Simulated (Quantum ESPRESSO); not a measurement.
## E(q) of MnSe from supercells

Aim: the energy of flat spin spirals of MnSe that close within a few cells.

Program: Quantum ESPRESSO 7.5. Level of theory: LDA with U = 5 eV on Mn d (ortho-atomic projectors); plane waves with GBRV 1.5 LDA potentials, no spin-orbit coupling, flat spiral in a supercell. Results are calculated unless marked as measured.

The database entry behind the starting cell differs from later determinations by our own check (about 0.4 % short), so it need not match the best structure at ambient conditions.

## 1. Starting point

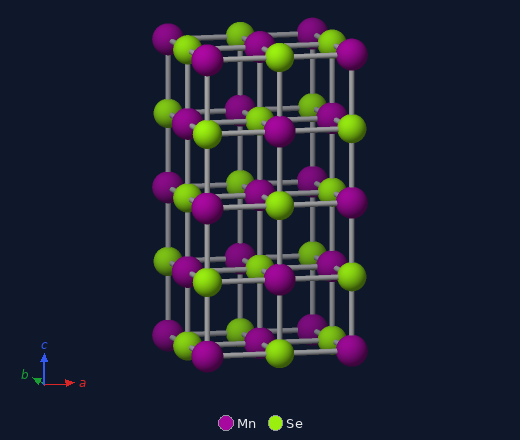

The cell as given, slightly off an axis (manganese purple, selenium green). 1×1×2 cells are drawn. This picture shows the conventional cell, with its axes. Some periodic images of atoms are drawn too.

The cell comes from the Crystallography Open Database.

## 2. Parallel moments, one cell

pw.in reads:

```
&CONTROL
  calculation = 'scf'
  prefix = 'pwscf'
  outdir = './tmp'
  pseudo_dir = './pseudo'
  disk_io = 'nowf'
/
&SYSTEM
  ibrav = 0
  celldm(1) = 8
  nat = 2
  ntyp = 2
  ecutwfc = 34
  ecutrho = 238
  nbnd = 34
  occupations = 'smearing'
  smearing = 'fd'
  degauss = 0.00999582
  noncolin = .true.
  starting_magnetization(1) = 0.3
  angle1(1) = 90
  angle2(1) = 0
  starting_magnetization(2) = 0
/
&ELECTRONS
  conv_thr = 2d-08
  electron_maxstep = 150
  mixing_beta = 0.3
/
ATOMIC_SPECIES
Mn     54.9380 mn_lda_v1.5.uspp.F.UPF
Se     78.9710 se_lda_v1.uspp.F.UPF
CELL_PARAMETERS alat
   0.0000000000000    0.6425068823728    0.6425068823728
   0.6425068823728    0.0000000000000    0.6425068823728
   0.6425068823728    0.6425068823728    0.0000000000000
ATOMIC_POSITIONS crystal
Mn      0.0000000000    0.0000000000    0.0000000000
Se      0.5000000000    0.5000000000    0.5000000000
K_POINTS automatic
4 4 12 0 0 0
HUBBARD {ortho-atomic}
U Mn-3d 5.0000
```

The run is started by

```
> OMP_NUM_THREADS=1 mpirun -n 4 pw.x -nk 4 -in pw.in > pw.out
```

The program printed:

```text
Program PWSCF v.7.5 starts

     Message from routine setup:
     using ibrav=0 with symmetry is DISCOURAGED, use correct ibrav instead

     K-points division:     npool     =       4
     Subspace diagonalization in iterative solution of the eigenvalue problem:

     G-vector sticks info
     --------------------
     sticks:   dense  smooth     PW     G-vecs:    dense   smooth      PW
     Sum         859     499    163                16865     7391    1363

     Using Slab Decomposition

     bravais-lattice index     =            0
     lattice parameter (alat)  =       8.0000  a.u.
     unit-cell volume          =     271.6022 (a.u.)^3
     number of atoms/cell      =            2
     number of atomic types    =            2
     number of electrons       =        21.00
     number of Kohn-Sham states=           34
     kinetic-energy cutoff     =      34.0000  Ry
     charge density cutoff     =     238.0000  Ry
     scf convergence threshold =      2.0E-08
     mixing beta               =       0.3000
     number of iterations used =            8  plain     mixing
     Exchange-correlation= SLA  PZ   NOGX NOGC
                           (   1   1   0   0   0   0   0)
     Noncollinear calculation without spin-orbit

     Hubbard projectors: ortho-atomic
     Hubbard parameters of DFT+U (Dudarev formulation) in eV:
     U(Mn-3d) =  5.0000

     Internal variables: lda_plus_u =T, lda_plus_u_kind = 0

     Internal variables: orbital_resolved =F, hub_pot_fix =F, apply_U = F

     celldm(1)=   8.000000  celldm(2)=   0.000000  celldm(3)=   0.000000
     celldm(4)=   0.000000  celldm(5)=   0.000000  celldm(6)=   0.000000

     crystal axes: (cart. coord. in units of alat)
               a(1) = (   0.000000   0.642507   0.642507 )
               a(2) = (   0.642507   0.000000   0.642507 )
               a(3) = (   0.642507   0.642507   0.000000 )

     reciprocal axes: (cart. coord. in units 2 pi/alat)
               b(1) = ( -0.778202  0.778202  0.778202 )
               b(2) = (  0.778202 -0.778202  0.778202 )
               b(3) = (  0.778202  0.778202 -0.778202 )

     PseudoPot. # 1 for Mn read from file:
     mn_lda_v1.5.uspp.F.UPF
     Pseudo is Ultrasoft + core correction, Zval = 15.0
     Generated by new atomic code, or converted to UPF format
     Using radial grid of  859 points,  6 beta functions with:
                l(1) =   0
                l(2) =   0
                l(3) =   1
                l(4) =   1
                l(5) =   2
                l(6) =   2
     Q(r) pseudized with  8 coefficients,  rinner =    0.950   0.950   0.950
                                                       0.950   0.950

     PseudoPot. # 2 for Se read from file:
     se_lda_v1.uspp.F.UPF
     Pseudo is Ultrasoft + core correction, Zval =  6.0
     Generated by new atomic code, or converted to UPF format
     Using radial grid of  877 points,  6 beta functions with:
                l(1) =   0
                l(2) =   0
                l(3) =   1
                l(4) =   1
                l(5) =   2
                l(6) =   2
     Q(r) pseudized with  8 coefficients,  rinner =    1.300   1.300   1.300
                                                       1.300   1.300

     atomic species   valence    mass     pseudopotential
     Mn               15.00    54.93800     Mn( 1.00)
     Se                6.00    78.97100     Se( 1.00)

     16 Sym. Ops., with inversion, found

   Cartesian axes

     site n.     atom                  positions (alat units)
         1        Mn     tau(   1) = (   0.0000000   0.0000000   0.0000000  )
         2        Se     tau(   2) = (   0.6425069   0.6425069   0.6425069  )

     number of k points=    53  Fermi-Dirac smearing, width (Ry)=  0.0100
                       cart. coord. in units 2pi/alat
        k(    1) = (   0.0000000   0.0000000   0.0000000), wk =   0.0052083
        k(    2) = (   0.0648501   0.0648501  -0.0648501), wk =   0.0104167
        k(    3) = (   0.1297003   0.1297003  -0.1297003), wk =   0.0104167
        k(    4) = (   0.1945504   0.1945504  -0.1945504), wk =   0.0416667
        k(    5) = (   0.2594006   0.2594006  -0.2594006), wk =   0.0104167
        [... 48 further k-points ...]

     Dense  grid:    16865 G-vectors     FFT dimensions: (  36,  36,  36)

     Smooth grid:     7391 G-vectors     FFT dimensions: (  27,  27,  27)

     Check: negative core charge=   -0.000017
     Generating pointlists ...
     new r_m :   0.2650 (alat units)  2.1203 (a.u.) for type    1
     new r_m :   0.2650 (alat units)  2.1203 (a.u.) for type    2

     Initial potential from superposition of free atoms

     starting charge      20.4999, renormalised to      21.0000

     STARTING HUBBARD OCCUPATIONS:

     ================= HUBBARD OCCUPATIONS ================
     ------------------------ ATOM    1 ------------------------
     Tr[ns(  1)] (up, down, total) =   2.50000  2.50000  5.00000
     [... lines left out ...]
     Atomic magnetic moment mx, my, mz =     5.000000    0.000000    0.000000

     Number of occupied Hubbard levels =    5.0000

 ==============================================================================
     atom number    1 relative position :    0.0000   0.0000   0.0000
     charge :    13.653551  (integrated on a sphere of radius 0.265)
     magnetization :          4.027643    0.000000    0.000000
     magnetization/charge:    0.294989    0.000000    0.000000
     polar coord.: r, theta, phi [deg] :     4.027643   90.000000    0.000000

 ==============================================================================

 ==============================================================================
     atom number    2 relative position :    0.6425   0.6425   0.6425
     charge :     4.252873  (integrated on a sphere of radius 0.265)
     magnetization :          0.057091    0.000000    0.000000
     magnetization/charge:    0.013424    0.000000    0.000000
     polar coord.: r, theta, phi [deg] :     0.057091   90.000000    0.000000

 ==============================================================================

     Atomic wfc used for Hubbard projectors are orthogonalized

     Starting wfcs are   34 randomized atomic wfcs

     Self-consistent Calculation

     iteration #  1     ecut=    34.00 Ry     beta= 0.30
     Davidson diagonalization with overlap
     ethr =  1.00E-02,  avg # of iterations =  4.2

     ================= HUBBARD OCCUPATIONS ================
     ------------------------ ATOM    1 ------------------------
     Tr[ns(  1)] (up, down, total) =   2.50641  2.50641  5.01282
     [... lines left out ...]
     Atomic magnetic moment mx, my, mz =     4.756273   -0.000000   -0.000000

     Number of occupied Hubbard levels =    5.0128

     total energy              =    -254.23149586 Ry
     estimated scf accuracy    <       0.44648596 Ry

     total magnetization       =     5.00     0.00     0.00 Bohr mag/cell
     absolute magnetization    =     5.00 Bohr mag/cell

     iteration #  2     ecut=    34.00 Ry     beta= 0.30
     Davidson diagonalization with overlap
     ethr =  2.13E-03,  avg # of iterations =  2.1

     total energy              =    -254.29823777 Ry
     estimated scf accuracy    <       0.02617329 Ry

     total magnetization       =     5.00    -0.00     0.00 Bohr mag/cell
     absolute magnetization    =     5.00 Bohr mag/cell

     iteration #  3     ecut=    34.00 Ry     beta= 0.30
     Davidson diagonalization with overlap
     ethr =  1.25E-04,  avg # of iterations =  4.0

     total energy              =    -254.30492154 Ry
     estimated scf accuracy    <       0.00878822 Ry

     total magnetization       =     5.00     0.00    -0.00 Bohr mag/cell
     absolute magnetization    =     5.00 Bohr mag/cell

     [... further iterations left out ...]

     iteration #  7     ecut=    34.00 Ry     beta= 0.30
     Davidson diagonalization with overlap
     ethr =  2.30E-07,  avg # of iterations =  2.0

     total energy              =    -254.30557619 Ry
     estimated scf accuracy    <       0.00001483 Ry

     total magnetization       =     5.00    -0.00     0.00 Bohr mag/cell
     absolute magnetization    =     5.00 Bohr mag/cell

     iteration #  8     ecut=    34.00 Ry     beta= 0.30
     Davidson diagonalization with overlap
     ethr =  7.06E-08,  avg # of iterations =  2.5

     total energy              =    -254.30558058 Ry
     estimated scf accuracy    <       0.00000022 Ry

     total magnetization       =     5.00    -0.00    -0.00 Bohr mag/cell
     absolute magnetization    =     5.00 Bohr mag/cell

     iteration #  9     ecut=    34.00 Ry     beta= 0.30
     Davidson diagonalization with overlap
     ethr =  1.05E-09,  avg # of iterations =  6.2

     total energy              =    -254.30558078 Ry
     estimated scf accuracy    <       0.00000028 Ry

     total magnetization       =     5.00    -0.00     0.00 Bohr mag/cell
     absolute magnetization    =     5.00 Bohr mag/cell

     iteration # 10     ecut=    34.00 Ry     beta= 0.30
     Davidson diagonalization with overlap
     ethr =  1.05E-09,  avg # of iterations =  2.0

 ==============================================================================
     atom number    1 relative position :    0.0000   0.0000   0.0000
     charge :    13.308577  (integrated on a sphere of radius 0.265)
     magnetization :          4.562368    0.000000    0.000000
     magnetization/charge:    0.342814    0.000000    0.000000
     polar coord.: r, theta, phi [deg] :     4.562368   90.000000    0.000000

 ==============================================================================

 ==============================================================================
     atom number    2 relative position :    0.6425   0.6425   0.6425
     charge :     4.413461  (integrated on a sphere of radius 0.265)
     magnetization :          0.085049    0.000000    0.000000
     magnetization/charge:    0.019270    0.000000    0.000000
     polar coord.: r, theta, phi [deg] :     0.085049   90.000000    0.000000

 ==============================================================================

     End of self-consistent calculation

     ================= HUBBARD OCCUPATIONS ================
     ------------------------ ATOM    1 ------------------------
     Tr[ns(  1)] (up, down, total) =   2.61498  2.61498  5.22996
     [... lines left out ...]
     Atomic magnetic moment mx, my, mz =     4.721916   -0.000000   -0.000000

     Number of occupied Hubbard levels =    5.2300
     [... lines left out ...]
     the Fermi energy is     9.5276 ev

!    total energy              =    -254.30558081 Ry
     estimated scf accuracy    <       0.00000001 Ry
     smearing contrib. (-TS)   =      -0.00070497 Ry
     internal energy E=F+TS    =    -254.30487584 Ry

     The total energy is F=E-TS. E is the sum of the following terms:
     one-electron contribution =    -140.19401235 Ry
     hartree contribution      =      77.03324164 Ry
     xc contribution           =     -55.70638550 Ry
     ewald contribution        =    -135.48501961 Ry
     Hubbard energy            =       0.04729998 Ry

     total magnetization       =     5.00     0.00     0.00 Bohr mag/cell
     absolute magnetization    =     5.00 Bohr mag/cell

     convergence has been achieved in  10 iterations

=------------------------------------------------------------------------------=
   JOB DONE.
=------------------------------------------------------------------------------=
```

It took 22 s on 4 MPI ranks of Arm Neoverse V1, shared host; peak memory 0.43 GiB; 85 s of CPU time.

Spin moment in the atom's sphere by atom:

```csv
atom,x (μB),y (μB),z (μB),size
Mn1,4.56,0.00,0.00,4.56
Se2,0.09,0.00,0.00,0.09
```

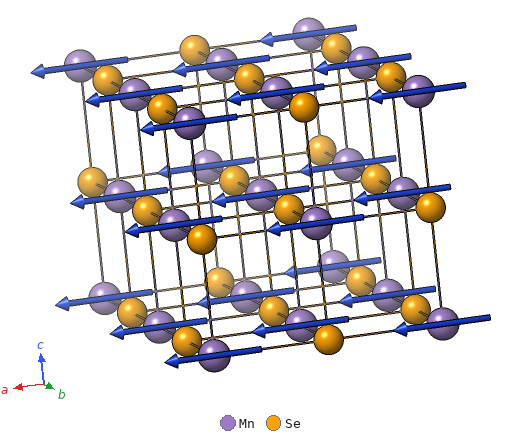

Spin moment in the atom's sphere as arrows, the longest 4.56 μB. 1×2×1 conventional cells are drawn. Some periodic images of atoms are drawn too.

This step gave:

| Item | Value |
| --- | --- |
| smearing term TS | 0.009592 eV |
| magnetization | 5, 0, 0 μB |
| absolute magnetization | 5 μB |
| final state | ferromagnetic |

## 3. One turn in 2 cells along the input cell's c

Neighbouring cells are turned by 180° in the xy plane; the cell holds 4 atoms.

pw.in reads:

```
&CONTROL
  calculation = 'scf'
  prefix = 'pwscf'
  outdir = './tmp'
  pseudo_dir = './pseudo'
  disk_io = 'nowf'
/
&SYSTEM
  ibrav = 0
  celldm(1) = 8
  nat = 4
  ntyp = 4
  ecutwfc = 34
  ecutrho = 238
  nbnd = 60
  occupations = 'smearing'
  smearing = 'fd'
  degauss = 0.00999582
  noncolin = .true.
  starting_magnetization(1) = 0.3
  angle1(1) = 90
  angle2(1) = 0
  starting_magnetization(2) = 0.3
  angle1(2) = 90
  angle2(2) = 180
  starting_magnetization(3) = 0
  starting_magnetization(4) = 0
/
&ELECTRONS
  conv_thr = 4d-08
  electron_maxstep = 150
  mixing_beta = 0.3
/
ATOMIC_SPECIES
Mn1    54.9380 mn_lda_v1.5.uspp.F.UPF
Mn2    54.9380 mn_lda_v1.5.uspp.F.UPF
Se1    78.9710 se_lda_v1.uspp.F.UPF
Se2    78.9710 se_lda_v1.uspp.F.UPF
CELL_PARAMETERS alat
   0.0000000000000    0.6425068823728    0.6425068823728
   0.6425068823728    0.0000000000000    0.6425068823728
   1.2850137647455    1.2850137647455    0.0000000000000
ATOMIC_POSITIONS crystal
Mn1     0.0000000000    0.0000000000    0.0000000000
Mn2     0.0000000000    0.0000000000    0.5000000000
Se1     0.5000000000    0.5000000000    0.2500000000
Se2     0.5000000000    0.5000000000    0.7500000000
K_POINTS automatic
4 4 6 0 0 0
HUBBARD {ortho-atomic}
U Mn1-3d 5.0000
U Mn2-3d 5.0000
```

The program printed:

```text
     [... lines left out ...]
Program PWSCF v.7.5 starts
     [... lines left out ...]
     number of atoms/cell      =            4
     [... lines left out ...]
     number of electrons       =        42.00
     number of Kohn-Sham states=           60
     kinetic-energy cutoff     =      34.0000  Ry
     charge density cutoff     =     238.0000  Ry
     scf convergence threshold =      4.0E-08
     [... lines left out ...]
     Noncollinear calculation without spin-orbit
     [... lines left out ...]
      2 Sym. Ops. (no inversion) found
     [... lines left out ...]
     number of k points=    52  Fermi-Dirac smearing, width (Ry)=  0.0100
     [... lines left out ...]
     iteration # 15     ecut=    34.00 Ry     beta= 0.30
     [... lines left out ...]
     atom number    1 relative position :    0.0000   0.0000   0.0000
     [... lines left out ...]
     magnetization :          4.478289   -0.000057    0.000057
     [... lines left out ...]
     atom number    2 relative position :    0.6425   0.6425   0.0000
     [... lines left out ...]
     magnetization :         -4.478290   -0.000032    0.000032
     [... lines left out ...]
     atom number    3 relative position :    0.6425   0.6425   0.6425
     [... lines left out ...]
     magnetization :          0.000000   -0.000001    0.000001
     [... lines left out ...]
     atom number    4 relative position :    1.2850   1.2850   0.6425
     [... lines left out ...]
     magnetization :          0.000000   -0.000001    0.000001
     [... lines left out ...]
     Tr[ns(  1)] (up, down, total) =   2.63252  2.63246  5.26498
     [... lines left out ...]
     Tr[ns(  2)] (up, down, total) =   2.63251  2.63247  5.26498
     [... lines left out ...]
     the Fermi energy is     9.4484 ev
!    total energy              =    -508.61664949 Ry
     estimated scf accuracy    <          9.2E-10 Ry
     smearing contrib. (-TS)   =      -0.00010801 Ry
     [... lines left out ...]
     total magnetization       =    -0.00    -0.00     0.00 Bohr mag/cell
     absolute magnetization    =     9.47 Bohr mag/cell
     convergence has been achieved in  15 iterations
```

Elapsed: 1.9 min, on 4 MPI ranks; peak memory 0.75 GiB.

Spin moment in the atom's sphere by atom:

```
atom  x (μB)  y (μB)  z (μB)  size
 Mn1    4.48    0.00    0.00  4.48
 Mn2   -4.48    0.00    0.00  4.48
 Se3    0.00    0.00    0.00  0.00
 Se4    0.00    0.00    0.00  0.00
```

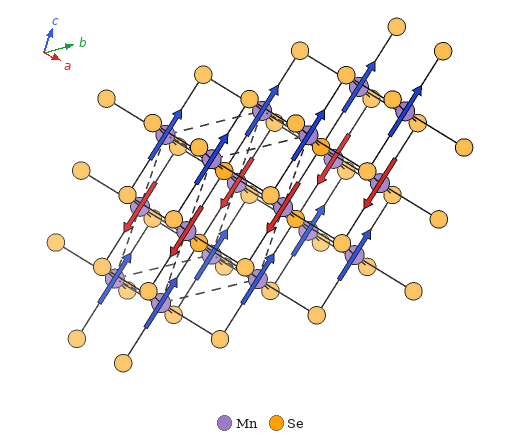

Spin moment in the atom's sphere as arrows, the longest 4.48 μB. The two directions have two colours. 1×2×1 cells are drawn. Some periodic images of atoms are drawn too.

Read from the output:

- smearing term TS: 0.001470 eV
- magnetization: 0, 0, 0 μB
- absolute magnetization: 9.47 μB
- final state: antiferromagnetic

(Part 1 of 2 ends here.)

[Logs and program files are shortened in this print: banners, set-up blocks, solver, clock and traceback lines can be left out without a mark of their own.]

[Logs are printed without paths, hosts, clocks, repeated set-up lines and the standing remarks that a program may print on its own settings, such as how far it seeks lower states.]

[Hosts, paths, dates, database ids (printed as entryN), source tags and the programs' standing remarks are cut or masked in the printed files.]

[Where a cell is said to come from a database of computed structures, the database is the Materials Project.]
